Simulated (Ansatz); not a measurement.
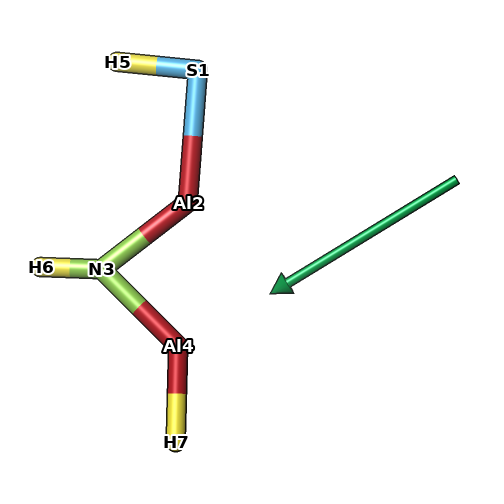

The arrow beside the molecule shows the direction of the dipole moment, from the negative to the positive end (its length means nothing). Computed geometry: PBE0-D4/def2-TZVP optimisation. No frequency run is at hand to confirm it as a minimum. Properties computed with RKS PBE0-D4/def2-TZVP (Ansatz 0.2.0).

**Estimate the dipole moment.**

1.66 D; it points from the side of S1 to the side of H6 (the outermost atoms at the two ends).
